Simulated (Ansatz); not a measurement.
YHRh$_{2}$O$_{6}$

```cif
data_structure
_symmetry_space_group_name_H-M 'P 1'
_symmetry_Int_Tables_number 1
_cell_length_a 7.5850
_cell_length_b 7.5850
_cell_length_c 7.5850
_cell_angle_alpha 90.000
_cell_angle_beta 90.000
_cell_angle_gamma 90.000
_cell_volume 436.39
loop_
_atom_site_label
_atom_site_type_symbol
_atom_site_fract_x
_atom_site_fract_y
_atom_site_fract_z
_atom_site_occupancy
Rh1 Rh 0.25000 0.25000 0.25000 1
Rh2 Rh 0.75000 0.75000 0.25000 1
Rh3 Rh 0.75000 0.25000 0.75000 1
Rh4 Rh 0.25000 0.75000 0.75000 1
Rh5 Rh 0.75000 0.25000 0.25000 1
Rh6 Rh 0.25000 0.75000 0.25000 1
Rh7 Rh 0.25000 0.25000 0.75000 1
Rh8 Rh 0.75000 0.75000 0.75000 1
Y1 Y 0.50000 0.00000 0.00000 1
Y2 Y 0.00000 0.50000 0.00000 1
Y3 Y 0.00000 0.00000 0.50000 1
Y4 Y 0.50000 0.50000 0.50000 1
O1 O 0.21838 0.00000 0.00000 1
O2 O 0.71838 0.50000 0.00000 1
O3 O 0.71838 0.00000 0.50000 1
O4 O 0.21838 0.50000 0.50000 1
O5 O 0.00000 0.21838 0.00000 1
O6 O 0.50000 0.71838 0.00000 1
O7 O 0.50000 0.21838 0.50000 1
O8 O 0.00000 0.71838 0.50000 1
O9 O 0.78162 0.00000 0.00000 1
O10 O 0.28162 0.50000 0.00000 1
O11 O 0.28162 0.00000 0.50000 1
O12 O 0.78162 0.50000 0.50000 1
O13 O 0.50000 0.28162 0.00000 1
O14 O 0.00000 0.78162 0.00000 1
O15 O 0.00000 0.28162 0.50000 1
O16 O 0.50000 0.78162 0.50000 1
O17 O 0.00000 0.00000 0.21838 1
O18 O 0.50000 0.50000 0.21838 1
O19 O 0.50000 0.00000 0.71838 1
O20 O 0.00000 0.50000 0.71838 1
O21 O 0.50000 0.00000 0.28162 1
O22 O 0.00000 0.50000 0.28162 1
O23 O 0.00000 0.00000 0.78162 1
O24 O 0.50000 0.50000 0.78162 1
H1 H 0.00000 0.00000 0.00000 1
H2 H 0.50000 0.50000 0.00000 1
H3 H 0.50000 0.00000 0.50000 1
H4 H 0.00000 0.50000 0.50000 1
```

Space group Fm-3m; built by placing these elements on a known structure type; the SCF solution may not be the lowest one; Hubbard U of 1.23 eV on Rh d only; spin-polarised.

Computed with DFT, PAW plane waves, PBE+U (Ansatz 0.2.0).

In a PAW calculation such maps are meaningful between the atoms, not at the nuclei.

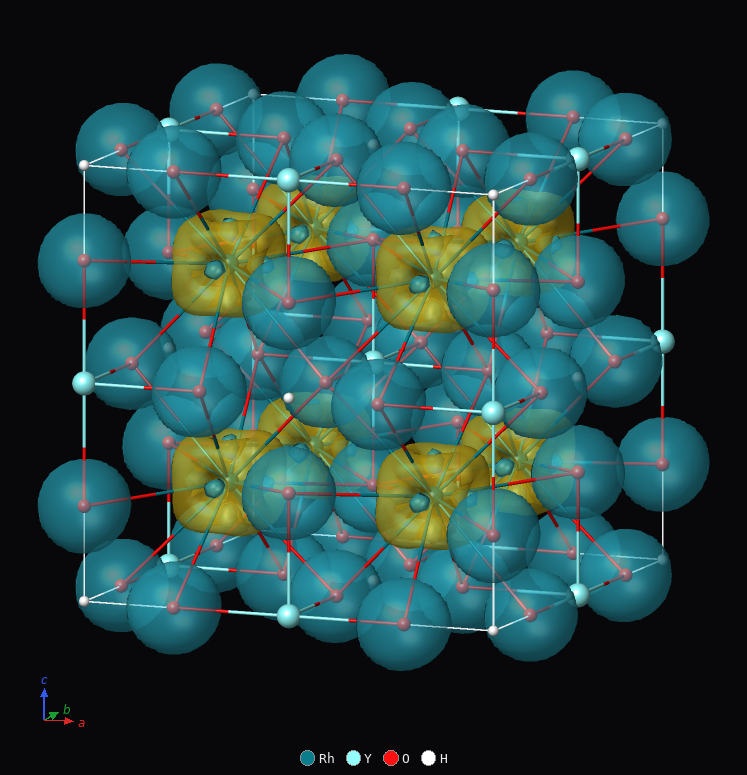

Figure 1. Isosurfaces of the spin density (up minus down) at +0.04 (yellow) and −0.04 e/Å³ (cyan), seen slightly off an axis. Sticks mark near contacts.

Where is the spin, and how is it ordered?

The spin density sits on Rh: +0.5 μB (×8); O: −0.3 μB (×24) in one cell of 40 atoms: ferrimagnetic (opposed moments on unlike sites) in this solution. The cell of the calculation (10 atoms) carries 1.3 μB of net spin moment.

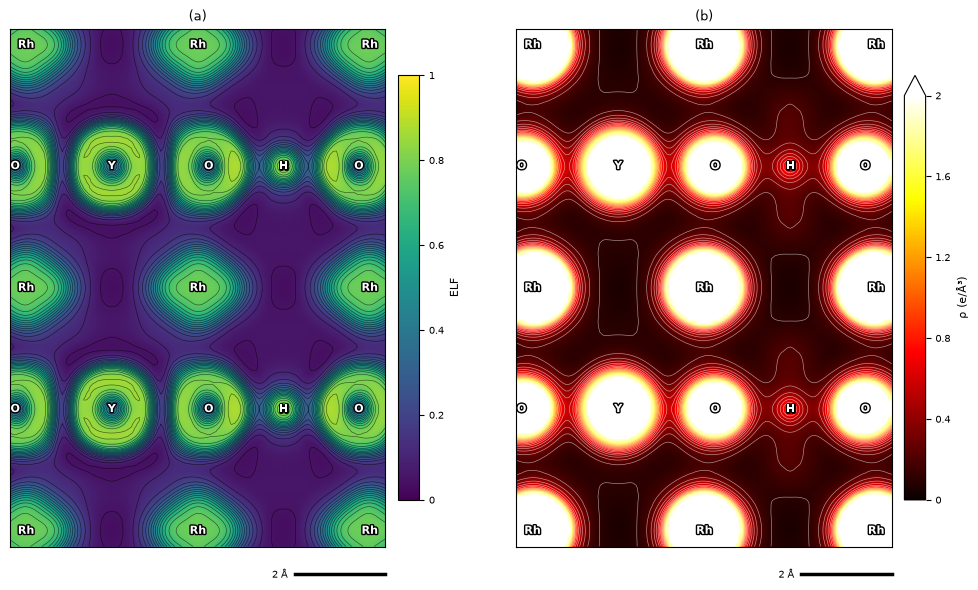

Figure 2. (a) electron localisation function; (b) valence electron density on the (101) plane of the conventional cell.

Read the bonding off the picture.

- The section cuts through Rh, Y, O and H sites.
- O–H (1.66 Å): ρ is about 0.71 e/Å³ halfway; the ELF climbs to about 0.80 towards the hydrogen, as it does in any bond to H.
- Y–O (2.14 Å): ρ is about 0.6 e/Å³ halfway; the ELF peaks at about 0.85 in the valence shell of O, 0.6 Å from its nucleus, and drops to about 0.20 between the two atoms: no localised pair shows between them.
- Rh–O (2.69 Å): the density is about 0.19 e/Å³ at the midpoint; the ELF is about 0.10 at the midpoint (no localised pair shows between them).
- Between the atoms the lowest density in this plane is 0.06 e/Å³.
- The features right at Rh and Y lie inside the PAW spheres, where the map follows smoothed inner orbitals and isn't to be read closely.

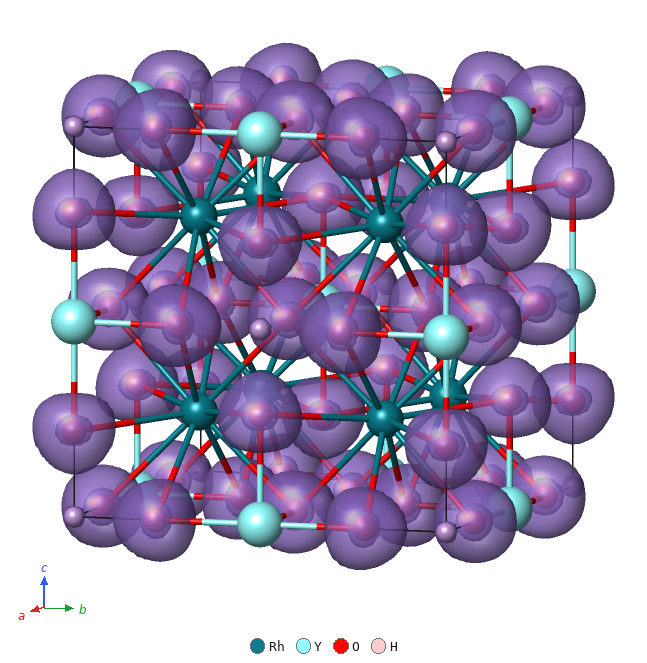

Figure 3. Isosurface of the ELF at 0.7 (purple), seen slightly off an axis. Core shells and regions of very low density are left out. Sticks mark near contacts.

Describe the localisation domains.

At this value the surface marks out four regions around hydrogen nuclei and 24 regions wrapped around O (the valence shell of each), counted in one cell of 40 atoms. Any copies at cell faces, edges or corners count once.

How much charge does the calculation move between the atoms?

Electrons move from Rh, Y and H towards O. Bader charges: Rh +0.87, Y +2.05, O −0.74 and H +0.64 e.
